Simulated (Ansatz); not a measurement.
## Electronic structure of CH₅BSSi (SMILES BC1[SiH2]S1) in real space

| atom | x (Å) | y (Å) | z (Å) |
| --- | --- | --- | --- |
| B | 0.1286 | 1.2844 | -0.7171 |
| C | -0.4905 | 0.0317 | -0.1244 |
| Si | -1.9642 | 0.6265 | 0.9127 |
| S | -0.3211 | -0.3974 | 1.6882 |
| H | 0.0758 | 1.4494 | -1.9157 |
| H | 0.5828 | 2.1466 | -0.0011 |
| H | -0.7451 | -0.8332 | -0.7503 |
| H | -2.1295 | 2.0697 | 1.2103 |
| H | -3.2432 | -0.0909 | 0.6854 |

Level of theory: Ansatz 0.2.0, RKS PBE0/def2-SVP.

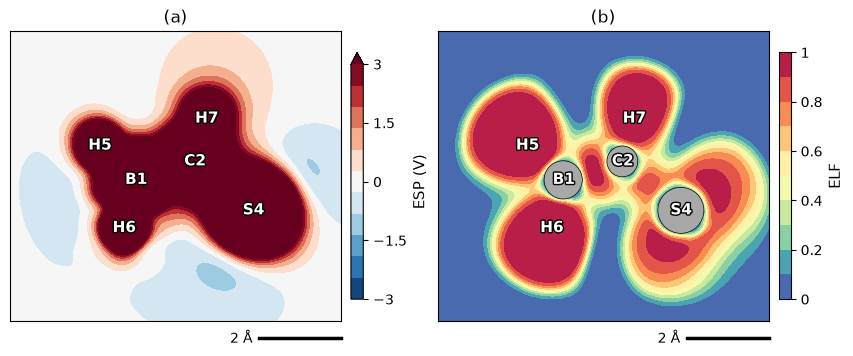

Figure 1. (a) electrostatic potential; (b) electron localisation function on the plane of atoms H5, B1 and H6. Grey discs cover the atomic cores in the ELF map.

### What do the fields say about this system?

- The section cuts through B, C, S and H sites.
- C–B (1.52 Å): the ELF peaks at about 0.95 between the atoms: localised, covalent bonding.
- C–S (1.87 Å): the ELF peaks at about 0.85 between the atoms; a covalent bond.
- C–H (1.10 Å): the ELF climbs to about 1 towards the hydrogen, as it does in any bond to H; a covalent bond by its length.
- B–H (1.21 Å): the ELF climbs to about 1 towards the hydrogen (a covalent bond by its length).
- The ELF also peaks beside S4, away from the bonds: lone-pair regions.
- Outside the dense part of the molecule the potential is most negative (−1.0 V) near S4.

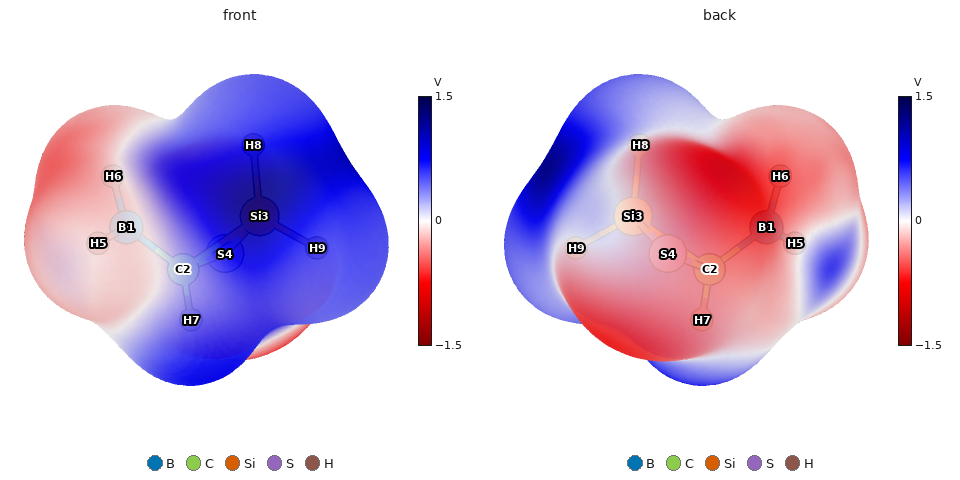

Figure 2. The electrostatic potential painted on the density surface at 0.001 e/bohr³, seen from the front and from behind; red is negative and blue positive.

### Describe the electrostatic potential map.

The most negative region (about −0.8 V, or −18 kcal/mol for a unit charge) lies over S4, the most positive (about +1.2 V, or +28 kcal/mol for a unit charge) over Si3.

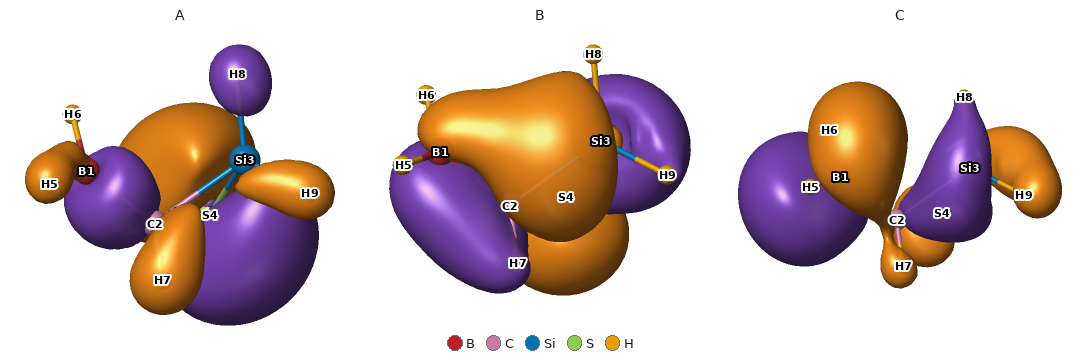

Figure 3. Three frontier orbitals at ±0.08 Å⁻³ᐟ² (orange and purple are the two phases), in no order.

### Which picture is the HOMO−1, the HOMO and the LUMO?

B is the HOMO−1 (−8.18 eV). Its weight (Hirshfeld) is mainly on S4 (about 35 %), Si3 (about 25 %), C2 (about 25 %) and B1 (about 10 %). A is the HOMO (−7.09 eV). By Hirshfeld shares it lies mainly on S4 (about 75 %) and C2 (about 10 %); largely a lone pair of S4. C is the LUMO (−1.09 eV). It lies mainly on B1 (about 50 %), Si3 (about 15 %), C2 (about 10 %), S4 (about 5 %) and H5 (about 5 %).

### What is the HOMO–LUMO gap?

6.00 eV between the orbital energies.
